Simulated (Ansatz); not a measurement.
## Geometry relaxation, with input and output: C$_{5}$H$_{8}$AlClO$_{3}$ (part 1 of 2)

System: C$_{5}$H$_{8}$AlClO$_{3}$.
Method: RKS PBE0-D4/def2-TZVP (Ansatz 0.2.0).

The geometry: PBE-D4/def2-SVP start. Figures and captions count atoms from 1; the log counts them from 0 in places.

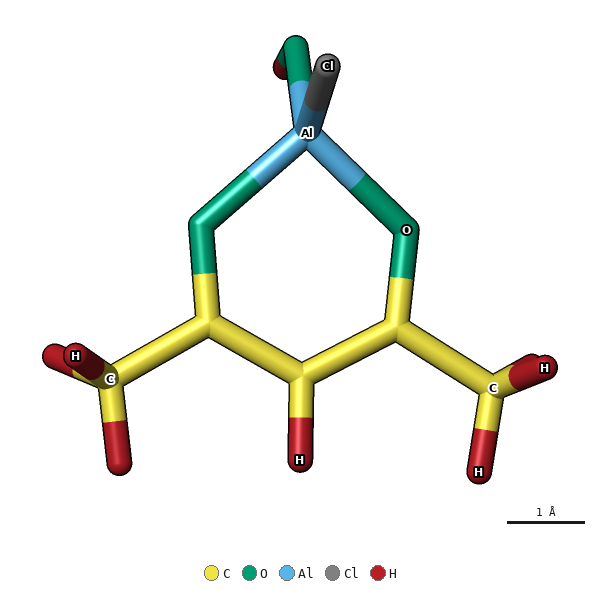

Figure 1. The structure as given in the input (stick view, seen at a tilt). Sticks mark near contacts.

### Summary

```csv
quantity,value
outcome,converged
total energy,−30568.3189 eV
mean-field energy,−30567.8637 eV
dispersion energy,−0.4552 eV
SCF solution under orbital rotations,stable
largest force (length of the vector) at the end,0.004 eV/Å
dipole moment,7.27 D
hardware,"4 CPU threads, shared host"
wall time,22 s (CPU time 40 s)
peak memory,1.1 GiB
```

### The input
```yaml
crystal:
  periodic: [false, false, false]
  atoms:
    - {symbol: C, position_ang: [2.093132, -1.228089, -1.313518]}
    - {symbol: C, position_ang: [1.083588, -0.511057, -0.463588]}
    - {symbol: C, position_ang: [-0.216995, -0.249441, -0.946554]}
    - {symbol: C, position_ang: [-1.213370, 0.397444, -0.183695]}
    - {symbol: C, position_ang: [-2.588697, 0.623756, -0.742985]}
    - {symbol: O, position_ang: [-1.025839, 0.830484, 1.019380]}
    - {symbol: Al, position_ang: [0.570248, 0.847741, 1.952108]}
    - {symbol: O, position_ang: [0.470301, 0.116401, 3.499281]}
    - {symbol: Cl, position_ang: [1.346573, 2.821095, 1.930967]}
    - {symbol: O, position_ang: [1.494019, -0.165054, 0.712077]}
    - {symbol: H, position_ang: [2.961177, -0.557093, -1.484025]}
    - {symbol: H, position_ang: [1.682538, -1.552834, -2.286346]}
    - {symbol: H, position_ang: [2.482463, -2.105850, -0.757737]}
    - {symbol: H, position_ang: [-0.472305, -0.583389, -1.960092]}
    - {symbol: H, position_ang: [-2.725328, 0.174155, -1.743117]}
    - {symbol: H, position_ang: [-3.342691, 0.214732, -0.039003]}
    - {symbol: H, position_ang: [-2.776941, 1.716983, -0.801129]}
    - {symbol: H, position_ang: [0.140529, -0.778683, 3.659777]}
basis:
  gaussian: {orbitals: def2-TZVP}
hamiltonian: {xc: pbe0, dispersion: d4}
relax: {f_tol: 0.005, max_steps: 150}
```

Run as:
```bash
ansatz run in.yaml --threads 4 --pin off --events-out ev --progress --plain --max-ram 66560MiB --backend cuda --devices 0, --max-vram 37GiB
```

### The program's output
```
Functional definition: PBE0
  name "PBE0"
  cite "Adamo & Barone, J. Chem. Phys. 110, 6158 (1999) doi:10.1063/1.478522"
  cite "Perdew, Burke & Ernzerhof, Phys. Rev. Lett. 77, 3865 (1996) doi:10.1103/PhysRevLett.77.3865"
  parent pbe
  parameter a = 0.25
  parameter kappa = 0.804
  parameter beta = 0.06672455060314922
  exchange = (1 - a)*pbe_x(kappa = kappa, mu = beta*pi^2/3) + a*exact_x
  correlation = pbe_c(beta = beta)
2252 factors; their error is unknown
mean field evaluation 1: about -30551.9241 eV, gradient 9.3e1 eV
mean field evaluation 2: about -30538.8213 eV, gradient 1.3e2 eV
mean field evaluation 4: about -30567.6617 eV, gradient 4.2e0 eV
mean field evaluation 8: about -30567.7051 eV, gradient 1.9e-1 eV
mean field evaluation 16: about -30567.7603 eV, gradient 4.7e-4 eV
mean field -30567.76031245 eV, -1123.3444719106 hartree, gradient 4.8e-5 eV, S^2 0.000000; 0 other end points of the search recorded, 0 dependent functions left out
the calculation of the forces begins
reference -30567.76035558 eV, -1123.3444734956 hartree; 46, 46 occupied and 324, 324 virtual orbitals, 2252 factors
relax step   1: F+E_penalty+E_count = -30568.20648051 eV  Δ(F+E_penalty+E_count) = +0.000e0 eV  max|allowed force component| = 6.545e-1 eV/Å  Δτ_max = 0.0000 Å  (32 SCF iters, accepted)
these checks for a lower state are left out or cut short: starts, cluster_reference, orbital_swaps, neighbouring_geometries, increment
2252 factors; their error is unknown
mean field -30567.85216605 eV, -1123.3478474680 hartree, gradient 1.3e-5 eV, S^2 0.000000; 0 other end points of the search recorded, 0 dependent functions left out
[... from here on the field's lines of each further geometry are left out, up to the last ...]
relax step   2: F+E_penalty+E_count = -30568.30333446 eV  Δ(F+E_penalty+E_count) = -9.685e-2 eV  max|allowed force component| = 2.763e-1 eV/Å  Δτ_max = 0.0376 Å  (33 SCF iters, accepted)
relax step   3: F+E_penalty+E_count = -30568.31764903 eV  Δ(F+E_penalty+E_count) = -1.431e-2 eV  max|allowed force component| = 7.045e-2 eV/Å  Δτ_max = 0.0254 Å  (35 SCF iters, accepted)
relax step   4: F+E_penalty+E_count = -30568.31806284 eV  Δ(F+E_penalty+E_count) = -4.138e-4 eV  max|allowed force component| = 6.519e-2 eV/Å  Δτ_max = 0.0069 Å  (35 SCF iters, accepted)
relax step   5: F+E_penalty+E_count = -30568.31827085 eV  Δ(F+E_penalty+E_count) = -2.080e-4 eV  max|allowed force component| = 1.721e-2 eV/Å  Δτ_max = 0.0053 Å  (35 SCF iters, accepted)
relax step   6: F+E_penalty+E_count = -30568.31837747 eV  Δ(F+E_penalty+E_count) = -1.066e-4 eV  max|allowed force component| = 1.514e-2 eV/Å  Δτ_max = 0.0076 Å  (35 SCF iters, accepted)
relax step   7: F+E_penalty+E_count = -30568.31856824 eV  Δ(F+E_penalty+E_count) = -1.908e-4 eV  max|allowed force component| = 3.226e-2 eV/Å  Δτ_max = 0.0213 Å  (34 SCF iters, accepted)
relax step   8: F+E_penalty+E_count = -30568.31869074 eV  Δ(F+E_penalty+E_count) = -1.225e-4 eV  max|allowed force component| = 2.678e-2 eV/Å  Δτ_max = 0.0165 Å  (34 SCF iters, accepted)
relax step   9: F+E_penalty+E_count = -30568.31879226 eV  Δ(F+E_penalty+E_count) = -1.015e-4 eV  max|allowed force component| = 1.255e-2 eV/Å  Δτ_max = 0.0182 Å  (34 SCF iters, accepted)
relax step  10: F+E_penalty+E_count = -30568.31881522 eV  Δ(F+E_penalty+E_count) = -2.296e-5 eV  max|allowed force component| = 1.584e-2 eV/Å  Δτ_max = 0.0050 Å  (35 SCF iters, accepted)
the calculation of the forces begins
reference -30567.86369980 eV, -1123.3482713256 hartree; 46, 46 occupied and 324, 324 virtual orbitals, 2252 factors
relax step  11: F+E_penalty+E_count = -30568.31882816 eV  Δ(F+E_penalty+E_count) = -1.295e-5 eV  max|allowed force component| = 3.527e-3 eV/Å  Δτ_max = 0.0028 Å  (35 SCF iters, accepted)
2252 factors; their error is unknown
mean field evaluation 96: about -30567.8637 eV, gradient 1.3e-5 eV
```

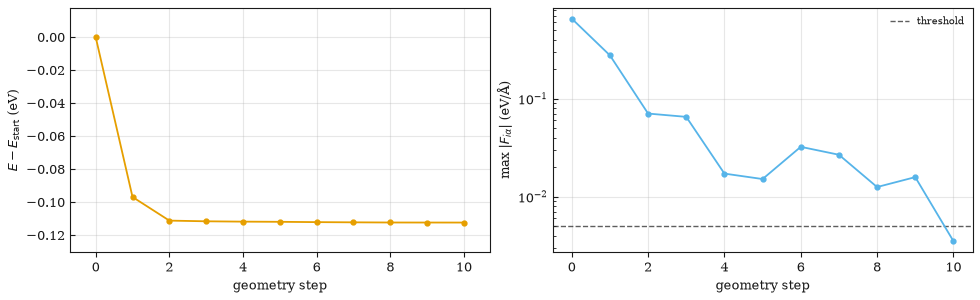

Figure 2. Progress of the relaxation, step by step (the first geometry is step 0 here and step 1 in the log).

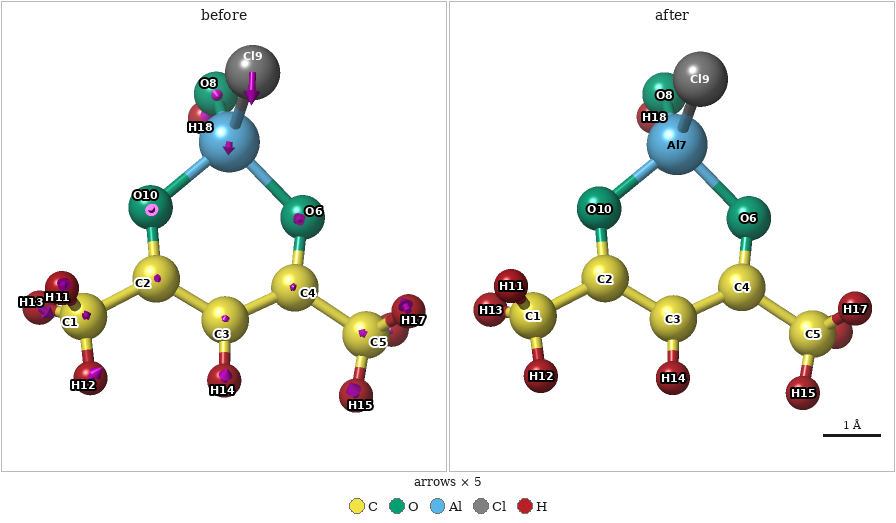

Figure 3. Before (left) and after (right) the relaxation, at one scale (ball-and-stick view, seen at a tilt). The pink arrows give the displacements, magnified 5 times. The atom that moves furthest after the best rigid fit is Cl9 (0.12 Å). Largest moves by element: Cl 0.12 Å, H 0.08 Å, O 0.06 Å, Al 0.05 Å, C 0.03 Å. Among the contacts that change: Al7–O10 1.848 → 1.811 Å, Al7–O8 1.714 → 1.693 Å, C3–H14 1.097 → 1.080 Å, C2–C3 1.412 → 1.395 Å. Over 10 geometry steps the energy falls by 0.112 eV. Largest force component: 0.65 eV/Å at the start, 0.0035 eV/Å at the end. (Atoms are counted from 1 in the order of the input.)

```
mean field -30567.86365717 eV, -1123.3482697590 hartree, gradient 1.3e-5 eV, S^2 0.000000; 1 other end points of the search recorded, 0 dependent functions left out
the calculation of the forces begins
reference -30567.86369980 eV, -1123.3482713256 hartree; 46, 46 occupied and 324, 324 virtual orbitals, 2252 factors
Total energy: -30568.31887079 eV, -1123.3649985510 hartree
Atom 0 at     2.069800    -1.215318    -1.296243 Å, force     0.000673    -0.000918    -0.000686 eV/Å
Atom 1 at     1.066448    -0.511257    -0.450348 Å, force     0.002459     0.000990    -0.001018 eV/Å
Atom 2 at    -0.208414    -0.229975    -0.940589 Å, force    -0.000475    -0.000374     0.000313 eV/Å
Atom 3 at    -1.198023     0.385163    -0.174400 Å, force    -0.002235    -0.001678    -0.000283 eV/Å
Atom 4 at    -2.559286     0.617160    -0.732154 Å, force    -0.002131     0.001815    -0.001454 eV/Å
Atom 5 at    -1.022078     0.776652     1.027517 Å, force     0.002434     0.001102    -0.000429 eV/Å
Atom 6 at     0.555380     0.820050     1.916440 Å, force     0.000048    -0.001217    -0.000408 eV/Å
Atom 7 at     0.476536     0.143319     3.465847 Å, force    -0.000188    -0.000984     0.002996 eV/Å
Atom 8 at     1.320693     2.782529     1.820812 Å, force    -0.000467     0.000005    -0.000342 eV/Å
Atom 9 at     1.456756    -0.204286     0.725362 Å, force    -0.002096     0.000455    -0.000658 eV/Å
Atom 10 at     2.938767    -0.564673    -1.424990 Å, force    -0.001593    -0.001154     0.000594 eV/Å
Atom 11 at     1.672506    -1.491169    -2.270980 Å, force     0.000649     0.000453     0.001774 eV/Å
Atom 12 at     2.416984    -2.108332    -0.771158 Å, force    -0.000594     0.001193    -0.000904 eV/Å
Atom 13 at    -0.449553    -0.528385    -1.950096 Å, force     0.000207     0.000399     0.000787 eV/Å
Atom 14 at    -2.668423     0.224392    -1.741094 Å, force     0.000455     0.001174     0.003120 eV/Å
Atom 15 at    -3.299404     0.157268    -0.072999 Å, force     0.002229     0.000890    -0.001883 eV/Å
Atom 16 at    -2.759426     1.691925    -0.733395 Å, force     0.000406    -0.003527     0.000400 eV/Å
Atom 17 at     0.153138    -0.733761     3.654268 Å, force     0.000218     0.001377    -0.001919 eV/Å
Dipole moment:    -0.492687    -0.903037    -1.110251 e Å
```

### Trajectory as extended XYZ (Å, eV, eV/Å), 11 frames, from step=1 to step=11
```
18
Properties=species:S:1:pos:R:3:forces:R:3 step=1 energy=-30568.20648
C     2.0931   -1.2281   -1.3135    0.1904  -0.0737  -0.0333
C     1.0836   -0.5111   -0.4636   -0.1985   0.2961   0.4616
C    -0.2170   -0.2494   -0.9466    0.0250   0.0129   0.1235
C    -1.2134    0.3974   -0.1837    0.4289   0.0302   0.3893
C    -2.5887    0.6238   -0.7430   -0.1976   0.0897   0.0087
O    -1.0258    0.8305    1.0194    0.2538  -0.3345  -0.6545
Al    0.5702    0.8477    1.9521   -0.1689  -0.3550  -0.2254
O     0.4703    0.1164    3.4993   -0.1889  -0.3683  -0.3780
Cl    1.3466    2.8211    1.9310   -0.0984  -0.2492  -0.0007
O     1.4940   -0.1651    0.7121   -0.5425  -0.0280  -0.5595
H     2.9612   -0.5571   -1.4840   -0.4549  -0.2972   0.0849
H     1.6825   -1.5528   -2.2863    0.1682   0.1776   0.4973
H     2.4825   -2.1059   -0.7577   -0.2304   0.4252  -0.2610
H    -0.4723   -0.5834   -1.9601    0.1366   0.1813   0.5460
H    -2.7253    0.1742   -1.7431    0.1076   0.2136   0.5097
H    -3.3427    0.2147   -0.0390    0.4035   0.1721  -0.3495
H    -2.7769    1.7170   -0.8011    0.1341  -0.5442   0.0214
H     0.1405   -0.7787    3.6598    0.2320   0.6512  -0.1808
18
Properties=species:S:1:pos:R:3:forces:R:3 step=2 energy=-30568.30333
C     2.0748   -1.2185   -1.3031    0.0512  -0.0154  -0.0236
C     1.0746   -0.5039   -0.4564   -0.0408   0.0503   0.1458
C    -0.2140   -0.2455   -0.9352    0.0069   0.0090   0.0126
C    -1.2013    0.3942   -0.1783    0.0991   0.0185   0.1199
C    -2.5671    0.6177   -0.7375   -0.0566   0.0208  -0.0088
O    -1.0207    0.8219    1.0146    0.2505  -0.0985  -0.0780
Al    0.5655    0.8416    1.9328   -0.1262  -0.2763  -0.1309
O     0.4662    0.1147    3.4705   -0.0327  -0.0116  -0.2380
Cl    1.3367    2.8025    1.9105   -0.0142  -0.0327  -0.0083
O     1.4838   -0.1671    0.7089   -0.2573   0.1069  -0.0197
H     2.9325   -0.5542   -1.4727   -0.1293  -0.0915   0.0234
H     1.6606   -1.5337   -2.2637    0.0568   0.0451   0.1332
H     2.4531   -2.0908   -0.7554   -0.0655   0.1263  -0.0777
H    -0.4658   -0.5735   -1.9379    0.0379   0.0515   0.1512
H    -2.6916    0.1731   -1.7278    0.0190   0.0629   0.1393
H    -3.3120    0.2051   -0.0456    0.1153   0.0529  -0.1040
H    -2.7519    1.6987   -0.7949    0.0358  -0.1608   0.0074
H     0.1388   -0.7712    3.6229    0.0501   0.1426  -0.0439
```
